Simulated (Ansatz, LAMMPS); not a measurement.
# Static equation of state of glassy 40SiO2-28Al2O3-16Li2O-16SrO (mol %) (85 atoms)

Density of this cell: 2.90 g/cm³. The cell holds 85 atoms: 10 Si, 14 Al, 8 Li, 4 Sr and 49 O. Its edges and angles: a = 10.076 Å, b = 10.120 Å, c = 10.403 Å, α = 92.3°, β = 88.3°, γ = 88.4°. The starting structure: 85 atoms (10 Si, 14 Al, 8 Li, 4 Sr, 49 O) placed at random at 2.93 g/cm³, melted at 4000 K for 10 ps at fixed volume with the Morse and Coulomb pair potential with partial charges (Pedone, Malavasi, Menziani, Cormack and Segre, J. Phys. Chem. B 110, 11780 (2006)). Quenched from 4000 K to 300 K at 6 K/ps and fixed volume, held 5 ps, then minimised at fixed cell.

Calculated with Ansatz 0.2.0: Kohn-Sham DFT, PBE, PAW (set soft_2), plane waves; cutoff 420 eV, Γ point, fermi-dirac smearing of 0.025 eV. Cell and atoms were relaxed first, to V0 = 12.458 Å³ an atom at a residual P0 = -0.003 GPa. The cell was then scaled evenly, and the atoms were relaxed at each volume.

| volume (Å³/atom) | pressure (GPa) |
| --- | --- |
| 11.213 | ? |
| 11.711 | 3.941 |
| 12.085 | 2.036 |
| 12.832 | -1.471 |
| 13.206 | -2.875 |

Task: Fit the third-order Birch–Murnaghan equation to the rows given and extrapolate to the withheld row.

Worked fit:

Take the Eulerian strain f = ½[(V0/V)^(2/3) − 1] and the normalised pressure F = (P − P0) / [3f(1 + 2f)^(5/2)]. The third-order Birch–Murnaghan equation is then the line F = B0 + (3/2)B0(B′ − 4) f, so u = f and v = F.

| u = f | v = F (GPa) |
| --- | --- |
| 0.0210564 | 56.3225 |
| 0.0102568 | 62.9923 |
| -0.00975644 | 52.6977 |
| -0.0190503 | 55.3808 |

With n = 4: mean u = 6.2660e-4, mean v = 56.8483, Σ(u − ū)² = 0.0010051, Σ(u − ū)(v − v̄) = 0.12040. Slope b = 0.12040 / 0.0010051 = 119.79; intercept a = v̄ − b ū = 56.773.

So B0 = a = 56.8 GPa and B′ = 4 + 2b/(3a) = 5.41. At the withheld volume f = 0.03638, F = a + b f = 61.13 GPa, and P = P0 + 3f(1 + 2f)^(5/2) F.

Prediction at 11.213: 7.950 GPa. The run gave 6.432 GPa, so the fit is high by 1.5 GPa (24 % of the value).

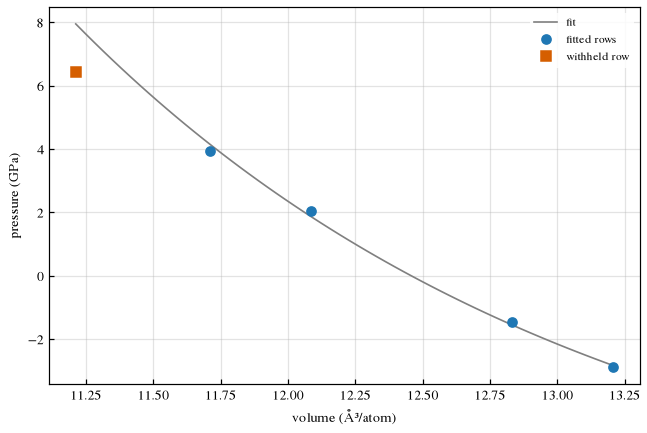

The fit, the rows that it rests on and the withheld row.

The series isn't one smooth equation of state: even a line fitted to all rows, the withheld one included, misses F by up to 12.3 %, the count of bonds changes along the series and an atom moves over 0.5 Å in some relaxation. B0 and B′ are then only the numbers of this fit, not moduli of the material. Among the rows given, the largest miss of the fit is at 11.711, by 0.21 GPa (2.2 % of the range of the table).

Limits: Static cells at zero temperature; the cell shape is held. The program notes that the SCF threshold of these relaxations is loose for the stress. The quench rate of 6 K/ps is many orders above laboratory rates, so the cell is likely richer in defects and strain than a real sample. The network of bonds at the start is that of the classical potential that made the cell, and needn't be the one that DFT or experiment would give. Only the Γ point is sampled, in a cell whose shortest periodic width is 10 Å.

[Hosts, paths, dates, database ids (printed as entryN), source tags and the programs' standing remarks are cut or masked in the printed files.]
